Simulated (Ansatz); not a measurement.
# UB3LYP/STO-3G run of O2 (oxygen)

Aim: the vertical electron affinity of O2 (oxygen) at UB3LYP/STO-3G, from 2 runs. 

The calculation is run with Ansatz 0.2.0.

## (1) The molecule

O2: 2 atoms, total charge 0, spin state triplet. As SMILES, `O=O`. Geometry: relaxed at PBE0-D4/def2-TZVP.

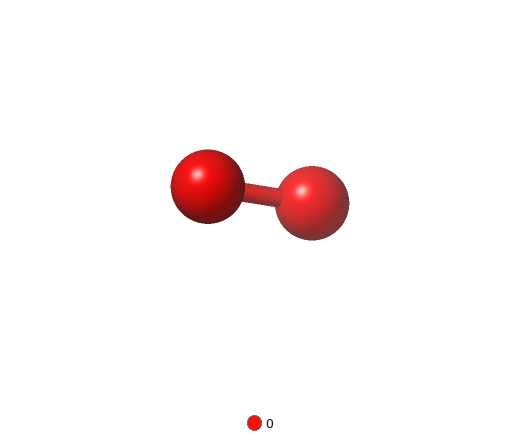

The structure, seen from a chosen angle (oxygen red).

## (2) The energy at UB3LYP/STO-3G

Contents of molecule.yaml:

```yaml
crystal:
  periodic: [false, false, false]
  atoms:
    - {symbol: O, position_ang: [0.509550, -0.164850, 0.262450]}
    - {symbol: O, position_ang: [-0.509550, 0.164850, -0.262450]}
basis:
  gaussian:
    orbitals: STO-3G
magnetization:
  spin_polarized: true
  initial_magnetization: 2
hamiltonian:
  xc: {name: B3LYP}
accuracy: high
```

Command:

```
ansatz run molecule.yaml --threads 1 --pin off --max-ram 3480MiB --events-out events.jsonl --progress --plain --runs-dir runs
```

Output:

```text
Warning: RAYON_NUM_THREADS=1 ignored (pool sized by the plan → 1); use --threads N
Functional definition: B3LYP
  name "B3LYP"
  parameter a0 = 0.2
  parameter ax = 0.72
  parameter ac = 0.81
  exchange = (1 - a0 - ax)*slater_x + ax*b88_x + a0*exact_x
  correlation = (1 - ac)*vwn_rpa_c + ac*lyp_c
149 factors; integrals over basis functions are off by at most 4.0e-8 eV
mean field evaluation 1: about -4034.3103 eV, gradient 5.2e0 eV
mean field evaluation 2: about -4034.4885 eV, gradient 4.7e-1 eV
mean field evaluation 4: about -4034.4942 eV, gradient 1.4e-1 eV
mean field evaluation 8: about -4034.4943 eV, gradient 3.7e-4 eV
mean field -4034.49433358 eV, -148.2649320805 hartree, gradient 6.2e-9 eV, S^2 2.000746; 0 other end points of the search recorded, 0 dependent functions left out
reference -4034.49434636 eV, -148.2649325501 hartree; 9, 7 occupied and 1, 3 virtual orbitals, 149 factors
Total energy: -4034.49434636 eV, -148.2649325501 hartree
```

Run time: 0.52 s. Hardware: 1 thread of Arm Neoverse V1, shared host.

## (3) The doublet anion

Contents of input.yaml:

```yaml
crystal:
  periodic: [false, false, false]
  atoms:
    - {symbol: O, position_ang: [0.509550, -0.164850, 0.262450]}
    - {symbol: O, position_ang: [-0.509550, 0.164850, -0.262450]}
basis:
  gaussian:
    orbitals: STO-3G
total_charge: -1
magnetization:
  spin_polarized: true
  initial_magnetization: 1
accuracy: high
hamiltonian:
  xc: {name: B3LYP}
```

Command:

```
ansatz run input.yaml --threads 1 --pin off --max-ram 3480MiB --events-out events.jsonl --progress --plain --runs-dir runs
```

Output, cut to the lines that bear on the results:

```text
Warning: RAYON_NUM_THREADS=1 ignored (pool sized by the plan → 1); use --threads N
[... 7 set-up lines as earlier in the session ...]
149 factors; integrals over basis functions are off by at most 4.0e-8 eV
mean field evaluation 1: about -4026.8292 eV, gradient 5.8e0 eV
mean field evaluation 2: about -4027.0341 eV, gradient 4.4e-1 eV
mean field evaluation 4: about -4027.0486 eV, gradient 8.6e-2 eV
mean field evaluation 8: about -4027.0487 eV, gradient 3.5e-5 eV
mean field -4027.04867274 eV, -147.9913090917 hartree, gradient 2.2e-9 eV, S^2 0.750168; 0 other end points of the search recorded, 0 dependent functions left out
reference -4027.04868573 eV, -147.9913095689 hartree; 9, 8 occupied and 1, 2 virtual orbitals, 149 factors
Total energy: -4027.04868573 eV, -147.9913095689 hartree
```

It took 0.58 s on 1 thread of Arm Neoverse V1, shared host.

## (4) What came out

Level: UB3LYP/STO-3G.

```
                                         quantity          value
                         triplet O2: total energy  -148.26493 Eh
                                 triplet O2: ⟨S²⟩          2.001
                      doublet anion: total energy  -147.99131 Eh
                              doublet anion: ⟨S²⟩          0.750
vertical electron affinity (to the doublet anion)      -7.446 eV
```

**Reading.** The anion lies 7.45 eV (718 kJ/mol) above the neutral: the electron isn't bound at this level, and such a value depends on the basis. Without diffuse functions anions come out too high.
